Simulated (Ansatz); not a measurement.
The parent structure is MgS in the rock salt structure (space group Fm-3m, No. 225; a = 5.182 Å).

One thing is altered: a hydrostatic pressure of 0.9 GPa.

Calculations: Kohn–Sham DFT with the PBEsol functional, run in Ansatz (a first-principles code) with PAW and 420 eV plane waves, no spin-orbit coupling.

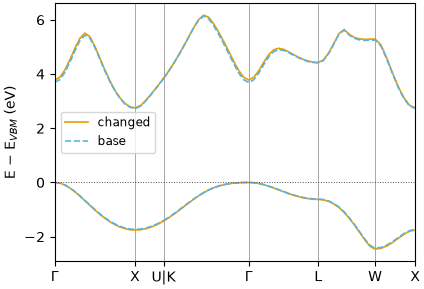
Fig. 1. Highest valence and lowest conduction band along the path, each from its own valence-band maximum

Problem. Read the changed gap and its character from the plot.

Solution. About 2.7 eV, indirect, Γ → X.

Load acts through the strain it causes; cell and atoms are relaxed under it. Semilocal Kohn–Sham gaps tend to fall short of experiment. Whether these cells are dynamically stable was not tested.
